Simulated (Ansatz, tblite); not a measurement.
# SnH3(NEt2) (C4H13NSn): which spin state is lowest

Aim: set other spin states of SnH3(NEt2) (C4H13NSn) against its singlet, on many levels of theory.

Program: Ansatz 0.2.0, Gaussian basis. Level of theory: as each input shows. These are calculated values, not measurements.

Levels to be run: triplet, at the geometry of the singlet (GFN1-xTB, GFN2-xTB, PBE0-D4/def2-TZVP, PBE-D4/def2-TZVP, r2SCAN-D4/def2-TZVP); the singlet's energies come from earlier runs.

2 further runs of the same task are left out: 2 set aside as unsound or not needed.

## 1. The geometry

The singlet was relaxed beforehand with PBE0-D4/def2-SVP.

19 atoms, charge 0, spin multiplicity 1.

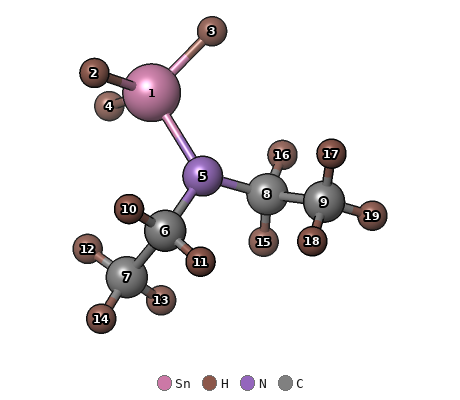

The structure; tin pink, hydrogen brown, nitrogen purple, carbon grey; atoms are numbered from 1 in the order of the file.

Sn takes a core potential in the def2 sets. No spin-orbit coupling is included.

## 2. Triplet at the fixed geometry, GFN1-xTB

Tight binding, by tblite at 300 K electronic temperature and without a spin-polarisation term:

```python
tblite.interface.Calculator('GFN1-xTB', numbers, positions, charge=0, uhf=2).singlepoint()
```

Energy -569.3271 eV; 0.011 s.

## 3. Triplet at the fixed geometry, GFN2-xTB

Tight binding, by tblite at 300 K electronic temperature and without a spin-polarisation term:

```python
tblite.interface.Calculator('GFN2-xTB', numbers, positions, charge=0, uhf=2).singlepoint()
```

Energy -544.1502 eV; 0.008 s.

## 4. Triplet at the fixed geometry, PBE0-D4/def2-TZVP

in.yaml

```yaml
crystal:
  periodic: [false, false, false]
  atoms:
    - {symbol: Sn, position_ang: [0.974258, 2.006524, 0.759734]}
    - {symbol: H, position_ang: [0.609023, 2.212645, 2.420694]}
    - {symbol: H, position_ang: [2.657629, 1.972560, 0.446924]}
    - {symbol: H, position_ang: [0.244777, 3.272167, -0.156798]}
    - {symbol: N, position_ang: [0.288597, 0.148582, 0.269726]}
    - {symbol: C, position_ang: [-1.009599, -0.273845, 0.747315]}
    - {symbol: C, position_ang: [-2.204273, 0.311430, -0.000626]}
    - {symbol: C, position_ang: [0.774368, -0.509880, -0.926129]}
    - {symbol: C, position_ang: [1.346947, -1.896138, -0.656523]}
    - {symbol: H, position_ang: [-1.096984, -0.023423, 1.820346]}
    - {symbol: H, position_ang: [-1.064907, -1.378462, 0.708187]}
    - {symbol: H, position_ang: [-2.235557, 1.409405, 0.096574]}
    - {symbol: H, position_ang: [-2.160873, 0.076381, -1.075930]}
    - {symbol: H, position_ang: [-3.155082, -0.086093, 0.389498]}
    - {symbol: H, position_ang: [-0.017772, -0.584471, -1.701089]}
    - {symbol: H, position_ang: [1.563831, 0.108610, -1.387882]}
    - {symbol: H, position_ang: [2.190541, -1.833051, 0.047899]}
    - {symbol: H, position_ang: [0.593137, -2.566236, -0.214373]}
    - {symbol: H, position_ang: [1.701937, -2.366715, -1.587516]}
basis:
  gaussian: {orbitals: def2-TZVP}
magnetization: {spin_polarized: true, initial_magnetization: 2}
hamiltonian: {xc: pbe0, dispersion: d4}
scf: {omitted_lower_state_checks: [starts]}
output: {orbitals: {seedname: orbitals}}
```

On the command line:

```
$ ansatz run in.yaml --threads 4 --pin off --events-out ev --progress --plain --max-ram 8704MiB
```

Log:

```text
Functional definition: PBE0
  name "PBE0"
  cite "Adamo & Barone, J. Chem. Phys. 110, 6158 (1999) doi:10.1063/1.478522"
  cite "Perdew, Burke & Ernzerhof, Phys. Rev. Lett. 77, 3865 (1996) doi:10.1103/PhysRevLett.77.3865"
  parent pbe
  parameter a = 0.25
  parameter kappa = 0.804
  parameter beta = 0.06672455060314922
  exchange = (1 - a)*pbe_x(kappa = kappa, mu = beta*pi^2/3) + a*exact_x
  correlation = pbe_c(beta = beta)
these checks for a lower state are left out or cut short: starts
1908 factors; their error is unknown
mean field evaluation 1: about -11654.2374 eV, gradient 5.8e1 eV
mean field evaluation 2: about -11596.8245 eV, gradient 1.1e2 eV
mean field evaluation 4: about -11670.6608 eV, gradient 1.4e1 eV
mean field evaluation 8: about -11671.6405 eV, gradient 2.7e-1 eV
mean field evaluation 16: about -11671.6924 eV, gradient 3.3e-3 eV
mean field -11671.69235494 eV, -428.9267826870 hartree, gradient 6.7e-5 eV, S^2 2.007358; 0 other end points of the search recorded, 0 dependent functions left out
reference -11671.69240493 eV, -428.9267845240 hartree; 34, 32 occupied and 249, 251 virtual orbitals, 1908 factors
Total energy: -11672.08172030 eV, -428.9410915998 hartree
Checks for a lower state left out: starts
```

It took 17 s on 4 threads of Arm Neoverse V1, shared host; peak memory 1.3 GiB.

Report: HOMO -1.73 eV, LUMO -4.17 eV (over both spins; with the spin held, an empty level of the minority spin lies below the top filled one); ⟨S²⟩ 2.007 (pure: 2.00).

## 5. Triplet at the fixed geometry, PBE-D4/def2-TZVP

start.molden holds the orbitals of an earlier run on this state, given as this run's starting guess.

in.yaml: that of step 4 with these lines changed.

```diff
@@ -23,5 +23,5 @@
 basis:
-  gaussian: {orbitals: def2-TZVP}
+  gaussian: {orbitals: def2-TZVP, initial_orbitals: start.molden}
 magnetization: {spin_polarized: true, initial_magnetization: 2}
-hamiltonian: {xc: pbe0, dispersion: d4}
+hamiltonian: {xc: pbe, dispersion: d4}
 scf: {omitted_lower_state_checks: [starts]}
```

Same command.

Log:

```text
Functional definition: PBE
  name "PBE"
  cite "Perdew, Burke & Ernzerhof, Phys. Rev. Lett. 77, 3865 (1996) doi:10.1103/PhysRevLett.77.3865"
  parent pbe
  parameter kappa = 0.804
  parameter beta = 0.06672455060314922
  exchange = pbe_x(kappa = kappa, mu = beta*pi^2/3)
  correlation = pbe_c(beta = beta)
these checks for a lower state are left out or cut short: starts
1835 factors; their error is unknown
mean field evaluation 1: about -11670.4067 eV, gradient 7.1e0 eV
mean field evaluation 2: about -11670.5845 eV, gradient 2.6e-1 eV
mean field evaluation 4: about -11670.5330 eV, gradient 1.5e-2 eV
mean field evaluation 8: about -11670.5330 eV, gradient 1.2e-5 eV
mean field -11670.53302955 eV, -428.8841782646 hartree, gradient 1.2e-5 eV, S^2 2.004135; 0 other end points of the search recorded, 0 dependent functions left out
reference -11670.53309773 eV, -428.8841807701 hartree; 34, 32 occupied and 249, 251 virtual orbitals, 1835 factors
Total energy: -11670.98768241 eV, -428.9008864490 hartree
Checks for a lower state left out: starts
```

Run time: 9 s. Hardware: 4 threads of Arm Neoverse V1, shared host.

From the report: HOMO -1.16 eV, LUMO -5.36 eV (over both spins; with the spin held, an empty level of the minority spin lies below the top filled one); ⟨S²⟩ 2.004 (pure: 2.00).

## 6. Triplet at the fixed geometry, r2SCAN-D4/def2-TZVP

in.yaml: that of step 5 with these lines changed.

```diff
@@ -25,3 +25,3 @@
 magnetization: {spin_polarized: true, initial_magnetization: 2}
-hamiltonian: {xc: pbe, dispersion: d4}
+hamiltonian: {xc: r2scan, dispersion: d4}
 scf: {omitted_lower_state_checks: [starts]}
```

The command is unchanged.

Log:

```text
Functional definition: r2SCAN
  name "r2SCAN"
  cite "Furness, Kaplan, Ning, Perdew & Sun, J. Phys. Chem. Lett. 11, 8208 (2020) doi:10.1021/acs.jpclett.0c02405"
  cite "Furness, Kaplan, Ning, Perdew & Sun, J. Phys. Chem. Lett. 11, 9248 (2020) doi:10.1021/acs.jpclett.0c03077"
  parent r2scan
  parameter k0 = 0.174
  parameter k1 = 0.065
  parameter a1 = 4.9479
  exchange = r2scan_x(k0 = k0, k1 = k1, a1 = a1)
  correlation = r2scan_c
these checks for a lower state are left out or cut short: starts
1835 factors; their error is unknown
mean field evaluation 1: about -11677.3793 eV, gradient 4.5e0 eV
mean field evaluation 2: about -11677.4451 eV, gradient 7.9e-2 eV
mean field evaluation 4: about -11677.4006 eV, gradient 2.8e-3 eV
mean field evaluation 8: about -11677.4006 eV, gradient 9.5e-6 eV
mean field -11677.40055288 eV, -429.1365550921 hartree, gradient 9.5e-6 eV, S^2 2.009860; 0 other end points of the search recorded, 0 dependent functions left out
reference -11677.40057803 eV, -429.1365560163 hartree; 34, 32 occupied and 249, 251 virtual orbitals, 1835 factors
Total energy: -11677.52312669 eV, -429.1410595964 hartree
Checks for a lower state left out: starts
```

Run time: 19 s. Hardware: 4 threads of Arm Neoverse V1, shared host; peak memory 0.62 GiB.

Report: HOMO -1.22 eV, LUMO -4.90 eV (over both spins; with the spin held, an empty level of the minority spin lies below the top filled one); ⟨S²⟩ 2.010 (pure: 2.00).

## 7. Triplet less singlet, vertical

The singlet's energies are those of its earlier runs, whose logs aren't repeated here.

```
              level  triplet less singlet, vertical (eV)     time
           GFN1-xTB                               +5.510  0.022 s
           GFN2-xTB                               +4.974  0.015 s
   PBE-D4/def2-TZVP                               +4.076     14 s
r2SCAN-D4/def2-TZVP                               +4.088     27 s
  PBE0-D4/def2-TZVP                               +4.229     23 s
```

Times add the two runs; a level without a time comes out of a correlated run. Tight binding without a spin term can't rank spin states.

## 8. Outcome

| quantity | value |
| --- | --- |
| triplet less singlet, vertical, functionals in def2-TZVP | +4.076 (PBE-D4) to +4.229 eV (PBE0-D4) |

In words: All functionals put the triplet above the singlet, over a spread of 0.153 eV. The checks for a lower triplet were left out, so another state of that spin may lie lower. These are electronic energies, without zero-point motion, entropy or surroundings.
